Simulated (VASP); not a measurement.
# Calcium with SCAN: from relaxation to properties, part 3 of 3

Aim: relax Calcium, then compute properties on the relaxed cell. Left out of this account: 1 further run (phonons: it ended without a result to show). The start is a cell from a database of measured crystal structures.

VASP 6.6.1; SCAN; plane waves and PAW (Ca_sv).

So far. Step 5 (Bands along the symmetry lines (SCAN)): Of the bands kept, 2 cross the Fermi level on this path. The relaxed cell has a = 5.559 Å (conventional setting).

## Step 6: Density of states (SCAN)

A density of states needs more k-points than a total energy; ISMEAR = -5 takes tetrahedra, and LORBIT projects the states on the PAW spheres. The mesh is finer than in the run before.

Contents of INCAR:

```
SYSTEM = Ca
PREC = Accurate
ENCUT = 400
EDIFF = 1E-06
NELM = 100
ISMEAR = -5
SIGMA = 0.2
LREAL = .FALSE.
ALGO = Normal
METAGGA = SCAN
LASPH = .TRUE.
NBANDS = 16
LORBIT = 11
LWAVE = .FALSE.
LCHARG = .FALSE.
KPAR = 2
NEDOS = 2001
```

Contents of POSCAR:

```
Ca
1.0
    0.0000000000      2.7792990520      2.7792990520
    2.7792990520      0.0000000000      2.7792990520
    2.7792990520      2.7792990520      0.0000000000
Ca
1
Direct
    0.0000000000      0.0000000000      0.0000000000
```

Contents of KPOINTS:

```
Automatic mesh
0
Gamma
12 12 12
0 0 0
```

Potentials, in the order of the species: Ca_sv (PBE family, release 64).

Started as:

```
$ mpirun -np 2 vasp_std
```

Log:

```text
[... set-up lines as in an earlier step ...]
 entering main loop
       N       E                     dE             d eps       ncg     rms          rms(c)
DAV:   1     0.589212974752E+02    0.58921E+02   -0.41956E+03  2304   0.474E+02
DAV:   2    -0.994696036817E+01   -0.68868E+02   -0.67411E+02  2864   0.158E+02
DAV:   3    -0.116560016905E+02   -0.17090E+01   -0.16909E+01  3168   0.231E+01
DAV:   4    -0.116797688251E+02   -0.23767E-01   -0.23812E-01  2784   0.250E+00
DAV:   5    -0.116801940848E+02   -0.42526E-03   -0.42577E-03  3096   0.254E-01    0.693E-01
DAV:   6    -0.960822023772E+01    0.20720E+01   -0.17325E+00  3776   0.674E+00    0.190E+00
DAV:   7    -0.957260841829E+01    0.35612E-01   -0.68458E-02  2744   0.163E+00    0.196E+00
DAV:   8    -0.961679475584E+01   -0.44186E-01   -0.66507E-02  3568   0.909E-01    0.109E+00
DAV:   9    -0.961467311593E+01    0.21216E-02   -0.38909E-02  2416   0.840E-01    0.283E-01
DAV:  10    -0.962408859238E+01   -0.94155E-02   -0.28191E-02  2640   0.125E+00    0.391E-01
DAV:  11    -0.961434217262E+01    0.97464E-02   -0.13523E-02  2576   0.796E-01    0.124E-01
DAV:  12    -0.961532049269E+01   -0.97832E-03   -0.14960E-03  2552   0.240E-01    0.441E-02
DAV:  13    -0.961603703484E+01   -0.71654E-03   -0.17814E-04  2664   0.973E-02    0.118E-02
DAV:  14    -0.961575855933E+01    0.27848E-03   -0.19985E-05  2488   0.294E-02    0.955E-03
DAV:  15    -0.961590817382E+01   -0.14961E-03   -0.12660E-06  2656   0.953E-03    0.615E-03
DAV:  16    -0.961584456057E+01    0.63613E-04   -0.29064E-07  2320   0.382E-03    0.135E-03
DAV:  17    -0.961583076650E+01    0.13794E-04   -0.29233E-08  1336   0.125E-03    0.448E-04
DAV:  18    -0.961582732766E+01    0.34388E-05   -0.13761E-08  1264   0.920E-04    0.180E-04
DAV:  19    -0.961582625563E+01    0.10720E-05   -0.58858E-09  1216   0.544E-04    0.454E-05
DAV:  20    -0.961582612912E+01    0.12651E-06   -0.25593E-09  1208   0.284E-04
   1 F= -.96158261E+01 E0= -.96158261E+01  d E =0.000000E+00
 -----------------------------------------------------------------------------
|                                                                             |
|           W    W    AA    RRRRR   N    N  II  N    N   GGGG   !!!           |
|           W    W   A  A   R    R  NN   N  II  NN   N  G    G  !!!           |
|           W    W  A    A  R    R  N N  N  II  N N  N  G       !!!           |
|           W WW W  AAAAAA  RRRRR   N  N N  II  N  N N  G  GGG   !            |
|           WW  WW  A    A  R   R   N   NN  II  N   NN  G    G                |
|           W    W  A    A  R    R  N    N  II  N    N   GGGG   !!!           |
|                                                                             |
|     Tetrahedron method does not include variations of the Fermi             |
|     occupations, so forces and stress will be inaccurate. We suggest        |
|     using a different smearing scheme ISMEAR = 1 or 2 for metals in         |
|     relaxations.                                                            |
|                                                                             |
 -----------------------------------------------------------------------------
```

Run time: 53 s. Hardware: 2 MPI ranks of Intel Xeon 6975P-C (Granite Rapids), shared host; peak memory 0.32 GiB; 92 s of CPU time.

From OUTCAR (step 6):

```text
   k-points           NKPTS =     72   k-points in BZ     NKDIM =     72   number of bands    NBANDS=     16

   NELECT =      10.0000    total number of electrons

 E-fermi :   1.9179

 k-point     1 :       0.0000    0.0000    0.0000
  band No.  band energies     occupation
      1     -41.9831      2.00000
      2     -21.9803      2.00000
      3     -21.9803      2.00000
      4     -21.9801      2.00000
      5      -2.2617      2.00000
      6       4.5292      0.00000
      7       4.5294      0.00000
      8       4.5294      0.00000
      9       5.6634      0.00000
     10       5.6634      0.00000
    ...

  Total       -0.0312813     -0.0312813     -0.0312813     -0.0000000      0.0000000     -0.0000000
  in kB       -1.1672378     -1.1672378     -1.1672378     -0.0000000      0.0000000     -0.0000000
  external PRESSURE =      -1.1672378 kB  Pullay stress =       0.0000000 kB

 POSITION                                       TOTAL-FORCE (eV/Angst)
 -----------------------------------------------------------------------------------
      0.00000      0.00000      0.00000        -0.000000      0.000000     -0.000000
 -----------------------------------------------------------------------------------
    total drift:                               -0.000000     -0.000000     -0.000000

  FREE ENERGIE OF THE ION-ELECTRON SYSTEM (eV)
  ---------------------------------------------------
  free  energy   TOTEN  =        -9.6158261291 eV

  energy  without entropy=       -9.6158261291  energy(sigma->0) =       -9.61582613

[... 6 parts as in an earlier step ...]

[... 10 further parts left out ...]
```

With tetrahedra the forces and stress of a metal are not exact derivatives of the energy.

This step gave:

| Property | Result |
| --- | --- |
| SCF cycles | 20 |
| irreducible k-points | 72 |
| Fermi energy | 1.918 eV |
| pressure | -0.1167 GPa |
| DOS at the Fermi level | 1.209 states/eV/cell |

The density of states has structure finer than the step of the table below, so its rows give means over 1 eV, whole bins alone (the curve runs from -12.0 to 6.40 eV). Peaks (eV: height): total 2.7: 3.10, 3.1: 3.82, 4.3: 3.96, 4.8: 3.64; Ca d 2.7: 1.90, 3.1: 2.23, 4.3: 3.05, 5.5: 0.974; Ca p -0.1: 0.0535, 0.7: 0.0576, 0.9: 0.0974, 4.8: 0.0377; Ca s -1.0: 0.0381, 3.1: 0.0301, 4.8: 0.0957, 5.5: 0.153.

States under -12.0 eV and over 6.4 eV are left out. Table of density of states by energy, zero at the Fermi level; means over each step; values in states/eV/cell:

| energy (eV) | total | Ca d | Ca p | Ca s |
| --- | --- | --- | --- | --- |
| -5 | 0 | 0 | 0 | 0 |
| -4 | 0.0784 | 4.9e-5 | 6.0e-4 | 0.00696 |
| -3 | 0.269 | 0.00184 | 0.00507 | 0.0210 |
| -2 | 0.435 | 0.0121 | 0.0127 | 0.0275 |
| -1 | 0.713 | 0.0610 | 0.0224 | 0.0318 |
| 0 | 0.966 | 0.161 | 0.0345 | 0.0151 |
| 1 | 2.00 | 0.618 | 0.0513 | 0.00715 |
| 2 | 1.26 | 0.607 | 0.00897 | 0.00212 |
| 3 | 2.31 | 1.40 | 0.0116 | 0.00838 |
| 4 | 2.58 | 1.91 | 0.0119 | 0.00455 |
| 5 | 1.68 | 1.13 | 0.0196 | 0.0458 |

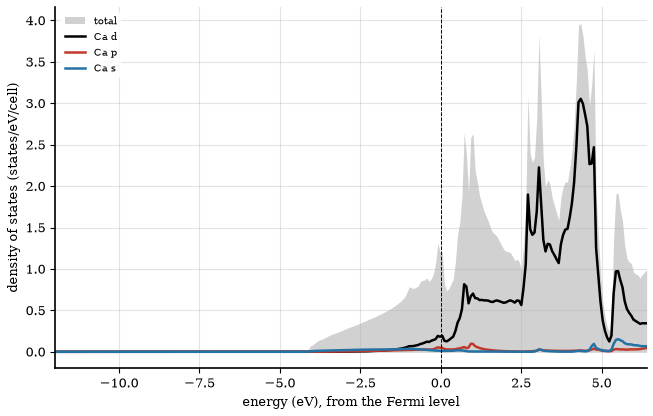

Density of states, plotted against energy.

The finer mesh and the other smearing move the Fermi level by +0.05 eV from the 8×8×8 run, a small shift, which tests the Fermi level alone.

## Step 7: Field gradients at the nuclei (SCAN)

Field gradients probe how far the charge around each nucleus departs from cubic symmetry; LASPH keeps the non-spherical terms inside the spheres.

Contents of INCAR:

```
SYSTEM = Ca
PREC = Accurate
ENCUT = 400
EDIFF = 1E-07
NELM = 100
ISMEAR = 1
SIGMA = 0.2
LREAL = .FALSE.
ALGO = Normal
METAGGA = SCAN
LASPH = .TRUE.
NBANDS = 11
LORBIT = 11
LWAVE = .FALSE.
LCHARG = .FALSE.
KPAR = 2
LEFG = .TRUE.
```

POSCAR is that of step 6.

Contents of KPOINTS:

```
Automatic mesh
0
Gamma
8 8 8
0 0 0
```

Started as:

```
$ mpirun -np 2 vasp_std
```

Log:

```text
[... set-up lines as in an earlier step ...]
 entering main loop
       N       E                     dE             d eps       ncg     rms          rms(c)
[... 17 cycles as in an earlier step ...]
DAV:  18    -0.961575560727E+01    0.30539E-04   -0.33558E-07   929   0.457E-03    0.809E-04
DAV:  19    -0.961573315667E+01    0.22451E-04   -0.13619E-07   799   0.332E-03    0.150E-03
DAV:  20    -0.961575097055E+01   -0.17814E-04   -0.43985E-08   479   0.243E-03    0.481E-05
DAV:  21    -0.961574924790E+01    0.17227E-05   -0.54533E-09   355   0.727E-04    0.131E-04
DAV:  22    -0.961575007182E+01   -0.82392E-06   -0.14552E-09   352   0.346E-04    0.672E-05
DAV:  23    -0.961575124067E+01   -0.11689E-05   -0.58760E-10   349   0.229E-04    0.658E-06
DAV:  24    -0.961575128486E+01   -0.44194E-07   -0.15443E-10   355   0.109E-04
ion   1
     0.0000000    -0.0000000     0.0000000     0.0000000     0.0000000     0.0000000
     0.0000398    -0.0000000     0.0000000     0.0000000     0.0000000     0.0000000
     0.0000548    -0.0000000     0.0000000     0.0000000     0.0000000     0.0000000
     0.0000754    -0.0000000     0.0000000     0.0000000     0.0000000     0.0000000
     0.0001039    -0.0000000     0.0000000     0.0000000     0.0000000     0.0000000

     0.0000000    -0.0000000    -0.0000000     0.0000000     0.0000000     0.0000000
     0.0000398    -0.0000000    -0.0000000     0.0000000     0.0000000     0.0000000
     0.0000548    -0.0000000    -0.0000000     0.0000000     0.0000000     0.0000000
     0.0000754    -0.0000000    -0.0000000     0.0000000     0.0000000     0.0000000
     0.0001039    -0.0000000    -0.0000000     0.0000000     0.0000000     0.0000000

   1 F= -.96157513E+01 E0= -.96139793E+01  d E =-.531605E-02
```

Wall time 25 s (2 MPI ranks); peak memory 0.29 GiB; 43 s of CPU time.

From OUTCAR (step 7):

```text
   NELECT =      10.0000    total number of electrons

 E-fermi :   1.8706

 k-point     5 :       0.5000    0.0000    0.0000
  band No.  band energies     occupation
    ...
      2     -22.1091      2.00000
      3     -21.9936      2.00000
      4     -21.9935      2.00000
      5       1.0020      2.00000
      6       1.6576      2.06126
      7       4.4126     -0.00000
      8       4.4126     -0.00000
      9       6.3849      0.00000
     10       6.3850      0.00000
     11       7.5336      0.00000

  Total       -0.0006895     -0.0006895     -0.0006895      0.0000000      0.0000000     -0.0000000
  in kB       -0.0257283     -0.0257283     -0.0257283      0.0000000      0.0000000     -0.0000000
  external PRESSURE =      -0.0257283 kB  Pullay stress =       0.0000000 kB

 POSITION                                       TOTAL-FORCE (eV/Angst)
 -----------------------------------------------------------------------------------
      0.00000      0.00000      0.00000         0.000000     -0.000000      0.000000
 -----------------------------------------------------------------------------------
    total drift:                               -0.000000     -0.000000     -0.000000

  FREE ENERGIE OF THE ION-ELECTRON SYSTEM (eV)
  ---------------------------------------------------
  free  energy   TOTEN  =        -9.6157512849 eV

  energy  without entropy=       -9.6104352314  energy(sigma->0) =       -9.61397927

 Electric field gradients after diagonalization (V/A^2)
 (convention: |V_zz| > |V_xx| > |V_yy|)
----------------------------------------------------------------------
 ion       V_xx      V_yy      V_zz     asymmetry (V_yy - V_xx)/ V_zz
----------------------------------------------------------------------
   1       0.001     0.001    -0.001       0.000
----------------------------------------------------------------------

[... 15 parts as in an earlier step ...]

[... 2 further parts left out ...]
```

Numbers from this step:

| Quantity | Value |
| --- | --- |
| SCF cycles | 24 |
| bands | 11 |
| irreducible k-points | 29 |
| Fermi energy | 1.871 eV |
| pressure | -0.002573 GPa |

Electric field gradients, by row:

| atom | Vxx (V/Å²) | Vyy (V/Å²) | Vzz (V/Å²) | asymmetry |
| --- | --- | --- | --- | --- |
| Ca1 | 0.001 | 0.001 | -0.001 | - |

All gradients vanish within the noise.

The run ends at a pressure of 0.00 GPa.

## Step 8: What came out

```
relaxed volume                            : 42.94 Å³/atom
relaxed conventional cell a, b, c         : 5.559, 5.559, 5.559 Å
space group after relaxing, within 0.02 Å : Fm-3m (No. 225)
band gap                                  : none, a metal
DOS at the Fermi level                    : 1.21 states/eV/cell
largest field gradient Vzz                : zero within the noise on all sites
```

What this shows: With SCAN, Calcium relaxes to 42.94 Å³/atom in space group Fm-3m (held by the symmetry of the run) and comes out as a metal. Against the listed cell the volume lies -1.6 %. Bands along the symmetry lines (SCAN): Of the bands kept, 2 cross the Fermi level on this path. The k-sampling is coarse for a metal, so the Fermi level, pressures and the shape of the cell carry errors. No search among competing phases was made. All values are for a static lattice at zero temperature.

[Lines on the potential files, build, host, timing and source positions are cut from VASP's logs without a mark.]

[Logs are printed without paths, hosts, clocks, repeated set-up lines and the standing remarks that a program may print on its own settings, such as how far it seeks lower states.]

[Hosts, paths, dates, database ids (printed as entryN), source tags and the programs' standing remarks are cut or masked in the printed files.]

[A measured line is paired with the nearest computed mode of its activity, which favours agreement.]
